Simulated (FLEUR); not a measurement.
Band structure of ScZnPd (Cmcm, 6 atoms in the cell).

```xyz
6
Lattice="2.1465 -4.5589 0.0000 2.1465 4.5589 0.0000 0.0000 0.0000 5.2514" Properties=species:S:1:pos:R:3 pbc="T T T"
Sc     2.1465    -1.8858     3.9385
Sc     2.1465     1.8858     1.3128
Zn     0.0000     0.0000     0.0000
Zn     0.0000     0.0000     2.6257
Pd     2.1465     0.8795     3.9385
Pd     2.1465    -0.8795     1.3128
```

Level of theory: FLEUR with PBEsol, all-electron FLAPW (FLEUR), scalar-relativistic valence.

Settings: Kmax = 4.3 1/bohr; GmaxXC = 15 1/bohr; xcFunctional = PBEs; jspins = 1; l_soc = F; mode = hist; fermiSmearingEnergy = 0.00183747 Htr; mesh (inpgen div1-3) = 5 5 4; inpgen gamma flag = true; Gmax = 15 1/bohr; numbands = 0; maxIterBroyd = 25; imix = Anderson; alpha = 0.05.

The starting cell comes from a database of computed structures (which also holds hypothetical and non-ambient phases and stackings), without a prior relaxation at this level. Spin polarisation is off. Values depend on the basis (sphere radii, cutoffs, local orbitals), which need not be converged.

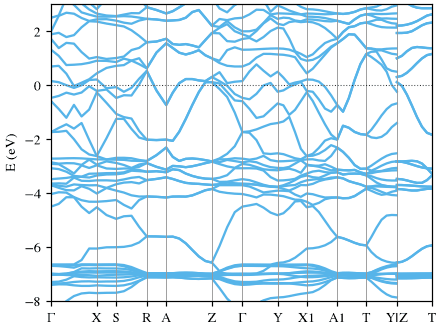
Figure. Bands along the path, energies from the Fermi level.

Levels in eV from the Fermi level, bands 36 to 43:
| point | 36 | 37 | 38 | 39 | 40 | 41 | 42 | 43 |
|---|---|---|---|---|---|---|---|---|
| Γ | -1.73 | -1.73 | -0.59 | -0.47 | 0.16 | 0.70 | 1.32 | 1.72 |
| X | -2.63 | -2.62 | -0.26 | -0.21 | 0.21 | 0.44 | 0.91 | 1.05 |
| S | -2.69 | -1.25 | -1.06 | -0.47 | -0.07 | 0.72 | 0.86 | 1.01 |
| R | -2.81 | -2.02 | -2.02 | 0.53 | 0.53 | 0.63 | 0.63 | 1.60 |
| A | -2.31 | -2.02 | -2.02 | -0.73 | -0.73 | 1.56 | 1.56 | 1.72 |
| Z | -2.82 | 0.12 | 0.12 | 0.31 | 0.31 | 1.00 | 1.00 | 1.94 |
| Y | -2.52 | -1.40 | -0.67 | -0.24 | 0.50 | 1.14 | 1.37 | 2.14 |
| X1 | -2.63 | -2.62 | -0.26 | -0.21 | 0.21 | 0.44 | 0.91 | 1.05 |
| A1 | -2.31 | -2.02 | -2.02 | -0.73 | -0.73 | 1.56 | 1.56 | 1.72 |
| T | -3.09 | -1.83 | -1.83 | 1.16 | 1.16 | 1.37 | 1.37 | 2.33 |
